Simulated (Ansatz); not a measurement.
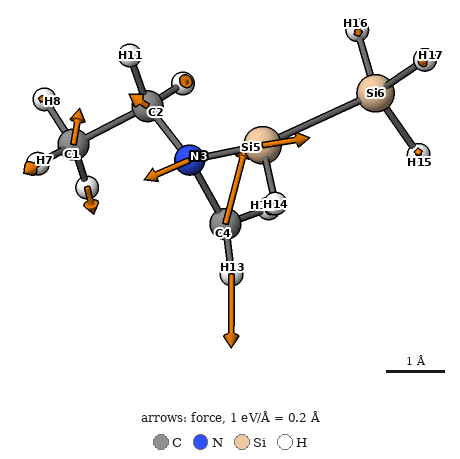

Starting geometry of C$_{3}$H$_{11}$NSi$_{2}$ with the computed forces as orange arrows. Style: ball-and-stick. Shown at a tilt.

The run prepares the start of a later molecular dynamics calculation, from a guessed geometry.

The calculation used RKS BLYP-D4/STO-3G (Ansatz).

The input:
```yaml
crystal:
  periodic: [false, false, false]
  atoms:
    - { symbol: C, position_ang: [-1.5062, -2.0839, 0.8101] }
    - { symbol: C, position_ang: [-1.0309, -0.6105, 0.7919] }
    - { symbol: "N", position_ang: [0.3525, -0.5523, 0.4044] }
    - { symbol: C, position_ang: [0.6907, -0.8712, -0.9493] }
    - { symbol: Si, position_ang: [1.4143, 0.7021, 0.4928] }
    - { symbol: Si, position_ang: [0.9078, 2.664, -0.6883] }
    - { symbol: H, position_ang: [-0.9415, -2.6708, 1.4757] }
    - { symbol: H, position_ang: [-2.555, -2.0361, 1.1371] }
    - { symbol: H, position_ang: [-1.5262, -2.4658, -0.1601] }
    - { symbol: H, position_ang: [-1.6435, 0.0106, 0.1508] }
    - { symbol: H, position_ang: [-1.1645, -0.2058, 1.8278] }
    - { symbol: H, position_ang: [0.2364, -0.2195, -1.6972] }
    - { symbol: H, position_ang: [1.5259, -1.3, -1.2142] }
    - { symbol: H, position_ang: [2.823, 0.3476, 0.4772] }
    - { symbol: H, position_ang: [1.2274, 2.4612, -2.1269] }
    - { symbol: H, position_ang: [-0.5333, 3.0056, -0.5366] }
    - { symbol: H, position_ang: [1.704, 3.8244, -0.1552] }
basis:
  gaussian: { orbitals: STO-3G }
hamiltonian:
  xc: blyp
  dispersion: d4
relax:
  f_tol: 0.02
  max_steps: 40
```

Command:
```bash
ansatz run input.yaml --threads 1 --pin off --max-ram 2048MiB --backend cpu --events-out ev --progress --plain --runs-dir out
```

Question: What follows when this structure is relaxed?

Answer: It isn't relaxed: the largest force vector, on C4, is 7.45 eV/Å. The final displacements have little in common with the starting forces (cosine between the two patterns 0.12). The atom that moves furthest after the best rigid fit is H17 (0.84 Å). Largest moves by element: H 0.84 Å, Si 0.67 Å, N 0.45 Å, C 0.29 Å. Among the contacts that change: C4–Si5 2.254 → 1.849 Å, N3–Si5 1.646 → 1.849 Å, N3–C4 1.431 → 1.588 Å, C4–H13 0.976 → 1.107 Å. New bonds form: C4–Si5 (2.25 → 1.85 Å). Bond angles that change, for instance: C4–N3–Si5 93.9° → 64.6°, C2–N3–Si5 129.6° → 113.5°, N3–C4–H13 123.9° → 112.2°. The energy falls by 3.239 eV in 23 accepted moves (25 points after the start). Largest force component: 5.9 eV/Å at the start, 0.0065 eV/Å at the end. The line search rejected the trial steps at points 9, 23 of the run. The forces were under the threshold at step 12, but the run went on from there.

Limits of the set-up: STO-3G is a minimal basis, so the numbers are rough.
